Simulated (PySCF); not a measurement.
## NMR shielding calculation of CH3Cl3Si

- system: CH3Cl3Si, SMILES C[Si](Cl)(Cl)Cl
- method: GIAO PBE0/pcSseg-1 NMR shielding, non-relativistic, gas phase (PySCF 2.14.0)

The geometry comes from this level: GFN2-xTB, MD frame at 6000 fs, 500 K. Figures and captions count atoms from 1; the log counts them from 0 in places.

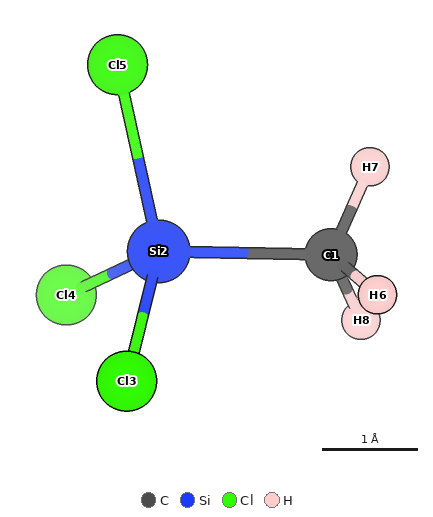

Figure 1. The structure (ball-and-stick view, seen at a tilt; atoms are numbered from 1 in the order of the input). Bond lengths as drawn: Cl–Si 2.00 to 2.04 Å, C–H 1.06 to 1.15 Å and C–Si 1.83 Å.

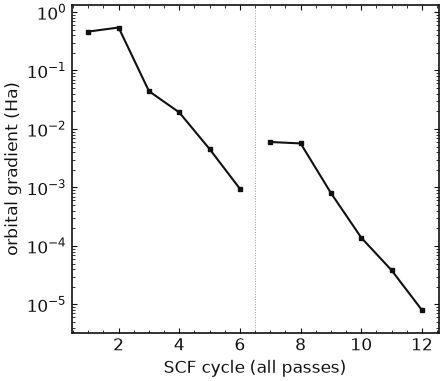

Figure 2. Convergence of the self-consistent field: orbital gradient against the SCF cycle. The dotted line marks the change from a coarse to the final integration grid. The first 6 cycles use a coarse grid, the final grid takes over at cycle 7, and the field converges after 12 cycles in all.

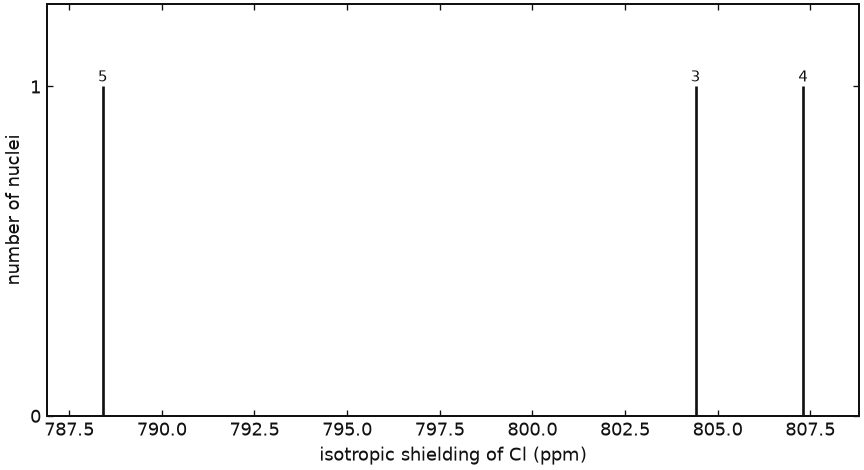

Figure 3. Isotropic shieldings of the chlorine nuclei in this fixed geometry, labelled by atom number; shielding grows to the right, so chemical shift grows to the left. The least shielded is Cl5 (788.4 ppm), the most shielded Cl4 (807.3 ppm).

The input that produced these results follows, with the program's output.

### Input file
```
{"job": {"kind": "nmr", "xc": "PBE0", "basis": "pcSseg-1", "pop": false}, "charge": 0, "multiplicity": 1}
C      6.420956    -1.171706     2.893576
Si     7.332162    -1.381923     1.320771
Cl     6.436097    -2.980670     0.432499
Cl     9.284436    -1.693649     1.637935
Cl     7.215078     0.445271     0.411494
H      5.451315    -1.660191     2.836605
H      6.369354    -0.170886     3.228221
H      6.953152    -1.684250     3.780379
```

The first line tells a small driver script what to run in PySCF; the rest is the geometry in Å.

Command:
```bash
OMP_NUM_THREADS=1 python <driver script> task.json out
```

### What the program printed
```
coarse grid: 9448 points
cycle   1  E = -1709.3862145854  dE =  5.381e-01  |g| = 4.627e-01  |ddm| = 2.664e+00
cycle   2  E = -1709.3701087905  dE =  1.611e-02  |g| = 5.431e-01  |ddm| = 1.028e+00
cycle   3  E = -1709.4422768833  dE = -7.217e-02  |g| = 4.437e-02  |ddm| = 5.750e-01
cycle   4  E = -1709.4426870126  dE = -4.101e-04  |g| = 1.917e-02  |ddm| = 5.783e-02
cycle   5  E = -1709.4427823542  dE = -9.534e-05  |g| = 4.533e-03  |ddm| = 2.193e-02
cycle   6  E = -1709.4427873710  dE = -5.017e-06  |g| = 9.470e-04  |ddm| = 5.168e-03
final grid: 74488 points
cycle   7  E = -1709.4673402867  dE = -2.516e-05  |g| = 5.988e-03  |ddm| = 1.367e-02
cycle   8  E = -1709.4673390912  dE =  1.195e-06  |g| = 5.661e-03  |ddm| = 8.491e-03
cycle   9  E = -1709.4673466228  dE = -7.532e-06  |g| = 8.026e-04  |ddm| = 4.739e-03
cycle  10  E = -1709.4673467501  dE = -1.273e-07  |g| = 1.382e-04  |ddm| = 7.531e-04
cycle  11  E = -1709.4673467546  dE = -4.406e-09  |g| = 3.827e-05  |ddm| = 1.817e-04
cycle  12  E = -1709.4673467549  dE = -3.556e-10  |g| = 7.986e-06  |ddm| = 4.702e-05
converged SCF energy = -1709.4673467549

GIAO shielding tensors (ppm)
atom      isotropic    diamagn.    paramagn.     s11        s22        s33       span
  0 C      170.429     252.076     -81.647    155.843    158.467    196.976     41.133
  1 Si     317.865     872.517    -554.653    303.754    314.118    335.721     31.967
  2 Cl     804.407    1149.768    -345.361    703.347    749.481    960.392    257.044
  3 Cl     807.311    1136.550    -329.238    692.653    775.233    954.048    261.395
  4 Cl     788.410    1150.634    -362.224    673.124    740.301    951.806    278.683
  5 H       30.585      38.865      -8.280     25.685     29.485     36.584     10.898
  6 H       31.355      33.528      -2.173     26.389     29.865     37.812     11.423
  7 H       29.203      20.031       9.172     25.108     27.125     35.376     10.268
```

### Summary

| quantity | value |
| --- | --- |
| outcome | converged |
| total energy | −1709.467347 hartree |
| HOMO | −9.36 eV |
| LUMO | −0.37 eV |
| dipole moment | 1.69 D |
| isotropic shielding, C | 170.4 ppm |
| isotropic shielding, Si | 317.9 ppm |
| isotropic shielding, Cl | 788.4 to 807.3 ppm |
| isotropic shielding, H | 29.2 to 31.4 ppm |
| hardware | 1 CPU thread, shared host |
| wall time | 8.4 s |
| peak memory | 0.64 GiB |
